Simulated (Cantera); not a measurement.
Charge: 1 mol Fe3O4, 0.013 mol HCl, 0.039 mol N2, equilibrated at 23000 Pa.

Method: chemical equilibrium by Gibbs-energy minimisation in Cantera with the NASA 1993 tables (ideal gas, pure condensed phases). Candidate condensed phases: Fe, FeCl2, FeCl3, FeO, Fe(OH)2, Fe(OH)3, Fe2O3, Fe3O4, H2O, NH4Cl; 37 gas species. Mutual solubility and eutectic melting of coexisting phases are not modelled. Kinetics and transport are ignored.

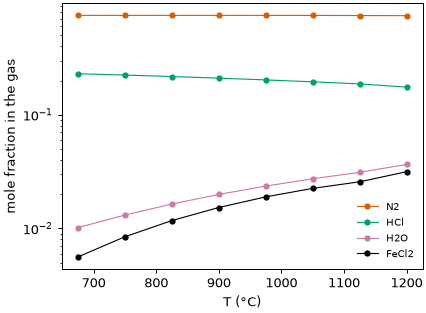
Figure. Equilibrium gas composition (values under 1e-9 drawn at 1e-9)

From 675 °C to 1125 °C the condensed part is Fe2O3(s) + Fe3O4(s). At 1200 °C the condensed part is Fe3O4(s). The main Fe-bearing gas is FeCl2 throughout.
